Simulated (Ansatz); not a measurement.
# r2SCAN/def2-SVPD (core potential) run of CH3FSn (SMILES [CH3][Sn][F])

Aim: the electronic atomisation energy of CH3FSn at r2SCAN/def2-SVPD (core potential), from 5 runs. 

The calculation is run with Ansatz 0.2.0.

41 further runs of the same task are left out: 41 set aside as unsound or not needed. Runs told in other sessions of the task aren't counted.

### 1 The structure to begin with

CH3FSn has 6 atoms, charge 0, and is taken as a singlet. As SMILES, `[CH3][Sn][F]`. The shape is that of a PBE0-D4/def2-TZVP optimisation.

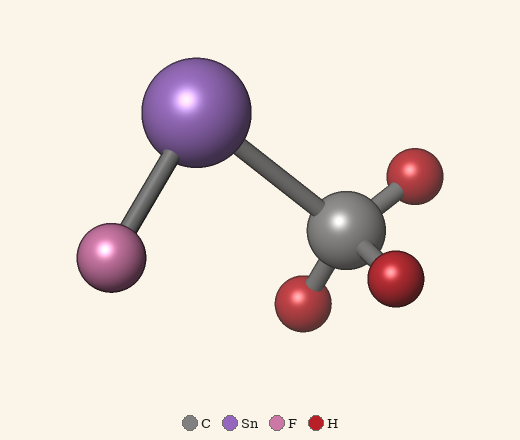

The structure, seen from a chosen angle (carbon grey, tin purple, fluorine pink, hydrogen red).

### 2 The energy at r2SCAN/def2-SVPD (core potential)

Input file input.yaml:

```yaml
basis:
  gaussian:
    orbitals: def2-SVPD
crystal:
  periodic: [false, false, false]
  atoms:
    - symbol: C
      position_ang: [-0.389800, 0.421200, -0.282900]
    - symbol: Sn
      position_ang: [0.257100, -0.620500, 1.513600]
    - symbol: F
      position_ang: [1.621600, -1.634100, 0.554100]
    - symbol: H
      position_ang: [-0.684900, -0.317800, -1.033900]
    - symbol: H
      position_ang: [0.458100, 0.979400, -0.691900]
    - symbol: H
      position_ang: [-1.220000, 1.107700, -0.105200]
total_charge: 0
hamiltonian:
  xc: {name: r2SCAN}
accuracy: high
output: {orbitals: {seedname: orbitals}}
```

Started as:

```bash
$ ansatz run input.yaml --threads 1 --pin off --max-ram 2610MiB --events-out events.jsonl --progress --plain --runs-dir runs
```

Log:

```text
Warning: RAYON_NUM_THREADS=1 ignored (pool sized by the plan → 1); use --threads N
Functional definition: r2SCAN
  name "r2SCAN"
  parameter k0 = 0.174
  parameter k1 = 0.065
  parameter a1 = 4.9479
  exchange = r2scan_x(k0 = k0, k1 = k1, a1 = a1)
  correlation = r2scan_c
2143 factors; integrals over basis functions are off by at most 3.3e-9 eV
mean field evaluation 1: about -9623.0584 eV, gradient 6.5e1 eV
mean field evaluation 2: about -9547.3103 eV, gradient 1.8e2 eV
mean field evaluation 4: about -9632.1120 eV, gradient 1.5e1 eV
mean field evaluation 8: about -9632.5822 eV, gradient 6.5e-1 eV
mean field evaluation 16: about -9632.5831 eV, gradient 7.2e-5 eV
mean field -9632.58306541 eV, -353.9908984544 hartree, gradient 6.9e-8 eV, S^2 0.000000; 0 other end points of the search recorded, 0 dependent functions left out
reference -9632.58306625 eV, -353.9908984854 hartree; 20, 20 occupied and 79, 79 virtual orbitals, 2143 factors
Total energy: -9632.58306625 eV, -353.9908984854 hartree
```

Run time: 13 s. Hardware: 1 thread of Arm Neoverse V2, shared host; peak memory 0.32 GiB.

### 3 The C atom, same level

Input file job.yaml:

```yaml
crystal:
  periodic: [false, false, false]
  atoms:
    - symbol: C
      position_ang: [0.000000, 0.000000, 0.000000]
basis:
  gaussian: {orbitals: def2-SVPD}
magnetization: {spin_polarized: true, initial_magnetization: 2}
hamiltonian: {xc: {name: r2SCAN}}
accuracy: high
```

Run the same way, it converges to -37.78828 Eh (log not shown).

### 4 The F atom at the same level

Input file molecule.yaml:

```yaml
crystal:
  periodic: [false, false, false]
  atoms:
    - {symbol: F, position_ang: [0.000000, 0.000000, 0.000000]}
basis:
  gaussian: {orbitals: def2-SVPD}
magnetization: {spin_polarized: true, initial_magnetization: 1}
hamiltonian: {xc: r2scan}
accuracy: high
```

Started as:

```bash
$ ansatz run molecule.yaml --threads 1 --pin off --max-ram 2610MiB --events-out events.jsonl --progress --plain --runs-dir runs
```

Log:

```text
Warning: RAYON_NUM_THREADS=1 ignored (pool sized by the plan → 1); use --threads N
Functional definition: r2SCAN
  name "r2SCAN"
  parameter k0 = 0.174
  parameter k1 = 0.065
  parameter a1 = 4.9479
  exchange = r2scan_x(k0 = k0, k1 = k1, a1 = a1)
  correlation = r2scan_c
194 factors; integrals over basis functions are off by at most 1.8e-9 eV
mean field evaluation 1: about -2710.3828 eV, gradient 6.0e0 eV
mean field evaluation 2: about -2710.4441 eV, gradient 4.0e0 eV
mean field evaluation 4: about -2710.4932 eV, gradient 1.1e-2 eV
mean field evaluation 8: about -2710.4945 eV, gradient 3.7e-4 eV
mean field -2710.49449534 eV, -99.6088354644 hartree, gradient 1.9e-8 eV, S^2 0.752225; 0 other end points of the search recorded, 0 dependent functions left out
reference -2710.49449844 eV, -99.6088355784 hartree; 5, 4 occupied and 18, 19 virtual orbitals, 194 factors
Total energy: -2710.49449844 eV, -99.6088355784 hartree
```

Run time: 0.86 s. Hardware: 1 thread of Arm Neoverse V2, shared host; peak memory 0.099 GiB.

### 5 The H atom at the same level

Input file input.yaml:

```yaml
crystal:
  periodic: [false, false, false]
  atoms:
    - symbol: H
      position_ang: [0.000000, 0.000000, 0.000000]
basis:
  gaussian:
    orbitals: def2-SVPD
magnetization:
  spin_polarized: true
  initial_magnetization: 1
hamiltonian:
  xc: {name: r2SCAN}
accuracy: high
```

Run the same way, it converges to -0.49921 Eh (log not shown).

### 6 The Sn atom

Input file run.yaml:

```yaml
crystal:
  periodic: [false, false, false]
  atoms:
    - {symbol: Sn, position_ang: [0.000000, 0.000000, 0.000000]}
basis:
  gaussian: {orbitals: def2-SVPD}
magnetization: {spin_polarized: true, initial_magnetization: 2}
hamiltonian: {xc: r2scan}
accuracy: high
```

Run the same way, it converges to -214.32622 Eh (log not shown).

### 7 Outcome

Level: r2SCAN/def2-SVPD (core potential).

| quantity | value |
| --- | --- |
| molecule: total energy | -353.99090 Eh |
| molecule: HOMO energy | -5.91 eV |
| molecule: LUMO energy | -3.19 eV |
| molecule: HOMO–LUMO gap | 2.72 eV |
| C atom: total energy | -37.78828 Eh |
| C atom: ⟨S²⟩ | 2.006 |
| F atom: total energy | -99.60884 Eh |
| F atom: ⟨S²⟩ | 0.752 |
| H atom: total energy | -0.49921 Eh |
| H atom: ⟨S²⟩ | 0.750 |
| Sn atom: total energy | -214.32622 Eh |
| Sn atom: ⟨S²⟩ | 2.005 |
| electronic atomisation energy | 20.951 eV |

In words: Taking the molecule apart into free atoms costs 20.95 eV (2021 kJ/mol), before zero-point energy and without spin-orbit coupling.
